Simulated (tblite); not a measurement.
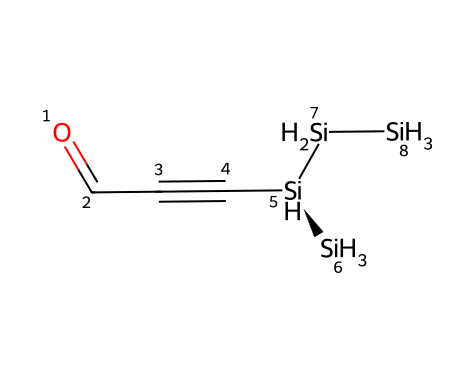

A structural formula, with wedges where it has stereocentres; small numbers name the atoms. The configuration is that of a computed structure (GFN2-xTB).

Question: What are the Cahn–Ingold–Prelog descriptors?

Answer: Si5: R.

Question: Give a SMILES with the stereochemistry.

Answer: O=CC#C[Si@H]([SiH3])[SiH2][SiH3]
